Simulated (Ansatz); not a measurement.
```json
{"atom": "C", "x (Å)": "-2.7456", "y (Å)": "-0.0717", "z (Å)": "-1.7351"}
{"atom": "C", "x (Å)": "-2.5350", "y (Å)": "0.7912", "z (Å)": "-0.7115"}
{"atom": "C", "x (Å)": "-1.0935", "y (Å)": "0.9047", "z (Å)": "-0.3580"}
{"atom": "C", "x (Å)": "-0.3160", "y (Å)": "0.1149", "z (Å)": "-1.1450"}
{"atom": "C", "x (Å)": "1.1305", "y (Å)": "-0.0110", "z (Å)": "-1.0657"}
{"atom": "B", "x (Å)": "-1.3114", "y (Å)": "-0.6194", "z (Å)": "-2.1424"}
{"atom": "N", "x (Å)": "-0.9165", "y (Å)": "-1.5199", "z (Å)": "-3.1153"}
{"atom": "O", "x (Å)": "1.7878", "y (Å)": "-0.7354", "z (Å)": "-1.7961"}
{"atom": "H", "x (Å)": "0.0726", "y (Å)": "-1.7382", "z (Å)": "-3.2129"}
{"atom": "H", "x (Å)": "-1.5382", "y (Å)": "-1.9961", "z (Å)": "-3.7581"}
{"atom": "H", "x (Å)": "-3.7403", "y (Å)": "-0.2846", "z (Å)": "-2.1335"}
{"atom": "H", "x (Å)": "-3.3045", "y (Å)": "1.3584", "z (Å)": "-0.1790"}
{"atom": "H", "x (Å)": "-0.7340", "y (Å)": "1.5565", "z (Å)": "0.4464"}
{"atom": "H", "x (Å)": "1.6405", "y (Å)": "0.6054", "z (Å)": "-0.2787"}
```

Geometry: B3LYP-D3(BJ)/def2-SVP.

Level of theory: isolated molecule in a Gaussian basis; Kohn-Sham density functional theory, functional PBE0 (Ansatz).

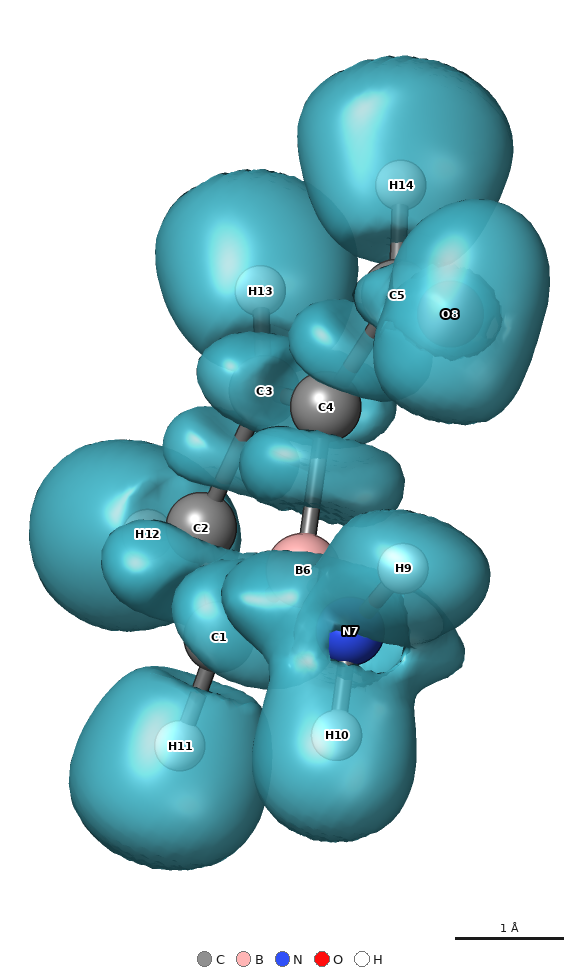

C5H6BNO (SMILES NB1C=CC=C1C=O). Isosurface of the electron localisation function at 0.75 (cyan), seen at an oblique angle. Core shells and regions of very low density are left out.

**Identify the bonds, lone pairs and shells in this picture.**

The surface consists of two regions between bonded B–C atoms (shared pairs), four regions between bonded C–C atoms (shared pairs), four regions around hydrogen nuclei, one region on O in which the atom's valence shell and bonds are merged and one joined region spread over several atoms (H, N), in which their bonds and any lone pairs are merged. Profiles from the grid: C–O (1.22 Å): the ELF peaks at about 0.85 between the atoms: a multiple bond. C–C (1.36 Å): the ELF peaks at about 0.95 between the atoms: localised, covalent bonding.
